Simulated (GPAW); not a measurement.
# MnGaGe: cost and accuracy of all numerical settings together, part 2 of 2

Wanted: the cheapest choice of all numerical settings together that holds the magnetic results of MnGaGe.

GPAW 26.7.0; LDA; plane waves with GPAW's PAW setups, scalar-relativistic.

So far, largest spin moment in the augmentation sphere (μB): step 2 (rung 1 (280 eV, mesh 4×4×2), start ferro ++) 1.83; step 3 (rung 1 (280 eV, mesh 4×4×2), start antiferro +-) 1.98; step 4 (rung 2 (380 eV, mesh 4×4×4), start ferro ++) 1.83; step 5 (rung 2 (380 eV, mesh 4×4×4), start antiferro +-) 2.10; step 6 (rung 3 (500 eV, mesh 6×6×6), start ferro ++) 1.89.

**7. Rung 3 (500 eV, mesh 6×6×6), start antiferro +-**

The input, order2.py:

```python
import json
import numpy as np
from ase import Atoms
from ase.parallel import paropen, parprint
from gpaw import GPAW

atoms = Atoms(['Mn', 'Mn', 'Ga', 'Ga', 'Ge', 'Ge'],
    cell=[[3.945957, 0.0, 0.0],
         [0.0, 3.945957, 0.0],
         [0.0, 0.0, 5.910882]],
    scaled_positions=[[0.0, 0.0, 0.0],
         [0.5, 0.5, 0.0],
         [0.0, 0.5, 0.703773],
         [0.5, 0.0, 0.296227],
         [0.0, 0.5, 0.280947],
         [0.5, 0.0, 0.719053]],
    pbc=True,
    magmoms=[3.5, -3.5, 0.0, 0.0, 0.0, 0.0])
atoms.calc = GPAW(mode={'name': 'pw', 'ecut': 500},
    xc='LDA',
    kpts={'size': (6, 6, 6), 'gamma': True},
    occupations={'name': 'fermi-dirac', 'width': 0.1},
    convergence={'density': 1e-05, 'energy': 1e-05},
    maxiter=200,
    symmetry={'tolerance': 1e-4},
    txt='order2.txt')
e = atoms.get_potential_energy(force_consistent=True)
res = {'free_energy': e, 'energy_sigma0': atoms.get_potential_energy(), 'fermi_energy': atoms.calc.get_fermi_level()}
res['moments'] = atoms.get_magnetic_moments().tolist()
res['total'] = atoms.get_magnetic_moment()
parprint('site moments (muB):', np.round(res['moments'], 3))
parprint(f"total moment: {res['total']:.3f} muB")
parprint(f'free energy: {e:.6f} eV')
atoms.calc.write('order2.gpw')
with paropen('results.json', 'w') as f:
    json.dump(res, f)
```

Started as:

```console
$ OMP_NUM_THREADS=1 mpirun -n 2 gpaw python order2.py > order2.log
```

Numbers of over 12 decimals in the logs are rounded to 6 here.

Log:

```text
site moments (muB): [ 2.217 -2.218  0.     0.     0.     0.   ]
total moment: -0.000 muB
free energy: -39.611588 eV

--- order2.txt ---
Input parameters:
  mode=PW(ecut=500),
  convergence={'density': 1e-05, 'energy': 1e-05},
  kpts=MonkhorstPack(size=(6, 6, 6), gamma=True),
  maxiter=200,
  occupations=Occupations(name='fermi-dirac', width=0.1),
  symmetry=Symmetry(tolerance=0.0001),
  xc=XC(name='LDA')

[...]
|         17 |         5.796 |     1.000 |         5.796 |     1.000 |
|         18 |         6.513 |     1.000 |         6.513 |     1.000 |
[...]
|         27 |        12.428 |     0.000 |        12.428 |     0.000 |
|         28 |        12.499 |     0.000 |        12.499 |     0.000 |
|         29 |        13.168 |     0.000 |        13.168 |     0.000 |
|         30 |        13.168 |     0.000 |        13.168 |     0.000 |

No gap
No difference between direct/indirect transitions

[key lines of the parts left out:]
Free energy:     -39.611588
Converged in 14 steps
dipole moment: (-31.980068, -31.980068, -26.645783)  # |e|*Ang
Fermi level: 8.188
```

Wall time 74 s (2 MPI ranks of Arm Neoverse V1, shared host); peak memory 0.49 GiB.

This step gave:

```yaml
magnetization: 0 μB
final_state: antiferromagnetic
largest_moment: 2.218 μB
```

This start lies +104.7 meV a seeded atom from the first, a change of +15.0 meV since rung 2; its largest moment is 2.22 μB.

**8. Rung 4 (700 eV, mesh 8×8×8), start ferro ++**

The input, order1.py:

```python
import json
import numpy as np
from ase import Atoms
from ase.parallel import paropen, parprint
from gpaw import GPAW

atoms = Atoms(['Mn', 'Mn', 'Ga', 'Ga', 'Ge', 'Ge'],
    cell=[[3.945957, 0.0, 0.0],
         [0.0, 3.945957, 0.0],
         [0.0, 0.0, 5.910882]],
    scaled_positions=[[0.0, 0.0, 0.0],
         [0.5, 0.5, 0.0],
         [0.0, 0.5, 0.703773],
         [0.5, 0.0, 0.296227],
         [0.0, 0.5, 0.280947],
         [0.5, 0.0, 0.719053]],
    pbc=True,
    magmoms=[3.5, 3.5, 0.0, 0.0, 0.0, 0.0])
atoms.calc = GPAW(mode={'name': 'pw', 'ecut': 700},
    xc='LDA',
    kpts={'size': (8, 8, 8), 'gamma': True},
    occupations={'name': 'fermi-dirac', 'width': 0.05},
    convergence={'density': 1e-05, 'energy': 1e-05},
    maxiter=200,
    symmetry={'tolerance': 1e-4},
    txt='order1.txt')
e = atoms.get_potential_energy(force_consistent=True)
res = {'free_energy': e, 'energy_sigma0': atoms.get_potential_energy(), 'fermi_energy': atoms.calc.get_fermi_level()}
res['moments'] = atoms.get_magnetic_moments().tolist()
res['total'] = atoms.get_magnetic_moment()
parprint('site moments (muB):', np.round(res['moments'], 3))
parprint(f"total moment: {res['total']:.3f} muB")
parprint(f'free energy: {e:.6f} eV')
atoms.calc.write('order1.gpw')
with paropen('results.json', 'w') as f:
    json.dump(res, f)
```

Started as:

```console
$ OMP_NUM_THREADS=1 mpirun -n 2 gpaw python order1.py > order1.log
```

Log:

```text
site moments (muB): [ 1.914  1.914 -0.028 -0.028 -0.035 -0.035]
total moment: 3.793 muB
free energy: -39.776736 eV

--- order1.txt ---
Input parameters:
  mode=PW(ecut=700),
  convergence={'density': 1e-05, 'energy': 1e-05},
  kpts=MonkhorstPack(size=(8, 8, 8), gamma=True),
  maxiter=200,
  occupations=Occupations(name='fermi-dirac', width=0.05),
  symmetry=Symmetry(tolerance=0.0001),
  xc=XC(name='LDA')

[...]
|         18 |         6.465 |     1.000 |         7.452 |     1.000 |
[...]
|         27 |        11.986 |     0.000 |        12.663 |     0.000 |
|         28 |        12.063 |     0.000 |        12.731 |     0.000 |
|         29 |        13.085 |     0.000 |        13.309 |     0.000 |
|        ... |               |           |               |           |
|         34 |        14.520 |     0.000 |        14.607 |     0.000 |

No gap
No difference between direct/indirect transitions

[key lines of the parts left out:]
Free energy:     -39.776736
Converged in 16 steps
dipole moment: (-31.985424, -31.985424, -26.679908)  # |e|*Ang
Fermi level: 8.276
```

It took 4.4 min on 2 MPI ranks; peak memory 0.85 GiB; 8.9 min of CPU time.

Read from the output:

- magnetization: 3.793 μB
- final state: ferromagnetic
- largest moment: 1.914 μB

The largest moment moves by +0.02 μB from rung 3, at 2.8 times its CPU time.

**9. Rung 4 (700 eV, mesh 8×8×8), start antiferro +-**

order2.py is the script of step 7 with these lines changed:

```diff
@@ -18,6 +18,6 @@
     magmoms=[3.5, -3.5, 0.0, 0.0, 0.0, 0.0])
-atoms.calc = GPAW(mode={'name': 'pw', 'ecut': 500},
+atoms.calc = GPAW(mode={'name': 'pw', 'ecut': 700},
     xc='LDA',
-    kpts={'size': (6, 6, 6), 'gamma': True},
-    occupations={'name': 'fermi-dirac', 'width': 0.1},
+    kpts={'size': (8, 8, 8), 'gamma': True},
+    occupations={'name': 'fermi-dirac', 'width': 0.05},
     convergence={'density': 1e-05, 'energy': 1e-05},
```

Started as:

```console
$ OMP_NUM_THREADS=1 mpirun -n 2 gpaw python order2.py > order2.log
```

Log:

```text
site moments (muB): [ 2.289 -2.289  0.     0.    -0.    -0.   ]
total moment: -0.000 muB
free energy: -39.570506 eV

--- order2.txt ---
Input parameters:
  mode=PW(ecut=700),
  convergence={'density': 1e-05, 'energy': 1e-05},
  kpts=MonkhorstPack(size=(8, 8, 8), gamma=True),
  maxiter=200,
  occupations=Occupations(name='fermi-dirac', width=0.05),
  symmetry=Symmetry(tolerance=0.0001),
  xc=XC(name='LDA')

[...]
|         17 |         5.791 |     1.000 |         5.791 |     1.000 |
|         18 |         6.494 |     1.000 |         6.494 |     1.000 |
[...]
|         27 |        12.436 |     0.000 |        12.436 |     0.000 |
|         28 |        12.502 |     0.000 |        12.502 |     0.000 |
|         29 |        13.164 |     0.000 |        13.164 |     0.000 |
|         30 |        13.164 |     0.000 |        13.164 |     0.000 |

No gap
No difference between direct/indirect transitions

[key lines of the parts left out:]
Free energy:     -39.570506
Converged in 14 steps
dipole moment: (-31.980450, -31.980450, -26.642211)  # |e|*Ang
Fermi level: 8.194
```

Run time: 3.4 min. Hardware: 2 MPI ranks; peak memory 0.81 GiB; 6.7 min of CPU time.

Numbers from this step:

* magnetization: 0 μB
* final state: antiferromagnetic
* largest moment: 2.289 μB

This start lies +103.1 meV a seeded atom from the first, a change of -1.6 meV since rung 3; its largest moment is 2.29 μB.

**10. Side by side**

Ladder, by row:

```csv
rung,cutoff (eV),mesh,smearing (eV),state from the first start,state from the second start,second less first (meV a seeded atom),"moment, first (μB)","moment, second (μB)",CPU time (s)
1,280,4x4x2,0.2,ferromagnetic,antiferromagnetic,58.7,1.829,1.983,52.89
2,380,4x4x4,0.15,ferromagnetic,antiferromagnetic,89.72,1.831,2.103,116.8
3,500,6x6x6,0.1,ferromagnetic,antiferromagnetic,104.7,1.893,2.218,339.8
4,700,8x8x8,0.05,ferromagnetic,antiferromagnetic,103.1,1.914,2.289,935.5
```

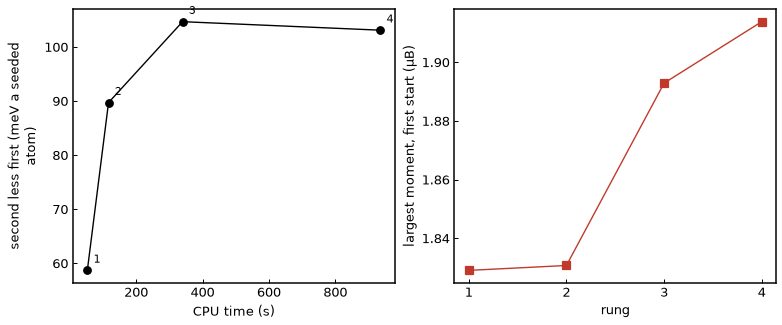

Result against cost, rungs numbered as in the table, and the moment by rung.

**11. What came out**

| Quantity | Value |
| --- | --- |
| range of the moment in the table, first start | 1.83 to 1.91 μB |
| range of CPU time | 53 s to 16 min |
| range of the energy difference | 58.7 to 105 meV a seeded atom |
| first rung from which all stay within 5.2 meV of the last | 3 |

In words: From rung 3 on the result stays within 1.6 meV of the last rung, inside the margin of 5.2 meV set for it, at 36 % of the last rung's cost. The first start ends lower on every rung of the table; whether functional and cell give the true order is another question.

[Logs and program files are shortened in this print: banners, set-up blocks, solver, clock and traceback lines can be left out without a mark of their own.]

[Logs are printed without paths, hosts, clocks, repeated set-up lines and the standing remarks that a program may print on its own settings, such as how far it seeks lower states.]

[Hosts, paths, dates, database ids (printed as entryN), source tags and the programs' standing remarks are cut or masked in the printed files.]

[Where a cell is said to come from a database of computed structures, the database is the Materials Project.]
